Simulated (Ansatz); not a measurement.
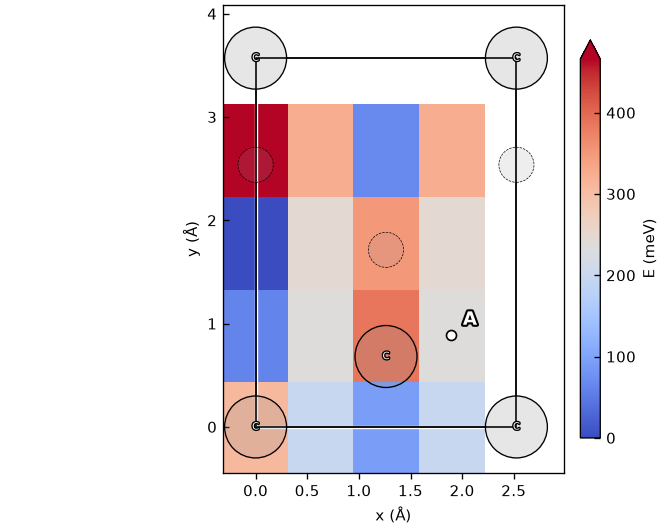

Si on a C(110) slab cut from the Fd-3m phase, its upper half relaxed before the scan (20 atoms of substrate and one adsorbate in a 2 × 1 cell). Si is moved over the surface cell; relaxed at each place: the height of the adsorbate's atoms; substrate rigid; the origin of the map has the adsorbate above C17. Places are given modulo a cell vector. The map is drawn in real space over the plane of the surface. Grid: 4 × 4 points; 12 points were computed and 4 follow by symmetry. Places are given in fractions of the 1 × 1 surface cell. Energies: meV, counted from the lowest grid point. Method: DFT PBE, scalar-relativistic, plane waves, PAW in Ansatz. Settings: cutoff 420 eV, k-mesh 5×8×1, gaussian smearing 0.05 eV, spin-polarised.

Drawn: one coloured cell a grid point, labelled circles for the atoms of the top layer and small ones for the second layer, the outline of one cell of the plane, one colour for all values above the top of the scale, the point A.

Question: Which way does the force act at A, and how strong is it?

Answer: A, at (3/4, 1/4) of the cell vectors, is not a stationary point. The computed force is 0.47 eV/Å in the plane, pointing down and right in the picture (components 0.42 and −0.21 eV/Å).

PAW datasets: the set soft_1.
